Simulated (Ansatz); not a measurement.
**Effect of Sn → Pt on hypothetical P6_3/mmc SnS2**

The reference is SnS2 in the 2H-MoS2 type structure (space group P6_3/mmc, No. 194; a = 3.5888 Å, c = 11.8890 Å; a hypothetical phase, not in the database extracts checked; layered, stacked along the Cartesian z axis).

Modification: Pt takes the place of Sn on all its sites, then cell and atoms are relaxed.

Calculations: PBE-D3(BJ) (Ansatz, an electronic-structure program; PAW; 420 eV plane waves; scalar-relativistic without spin-orbit coupling), earlier PAW set. Settings: 16×16×5 k-points, 0.05 eV Fermi–Dirac smearing, for the changed cell.

```csv
quantity,base,changed,shift
volume per atom,22.10 Å³,17.55 Å³,-4.55 Å³
c/a ratio,3.313,3.033,-0.280
space group,P6_3/mmc (No. 194),P6_3/mmc (No. 194),–
shortest interatomic distance,2.626 Å,2.442 Å,-0.1833 Å
band gap,zero,zero,–
```

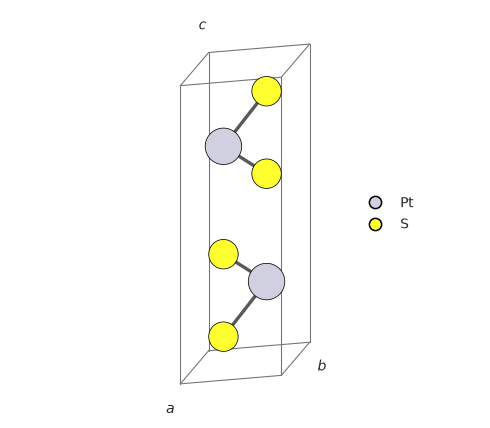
Fig. 1. The relaxed conventional cell after the change

No phonon test of stability was made. As relaxed here, PtS2 is a hypothetical phase, not in the database extracts checked. All final runs are without spin polarisation. PtS2 has a high density of states at the Fermi level and may be magnetic at this level. A zero or small gap of SnS2 can be the functional's error rather than a property of the material.
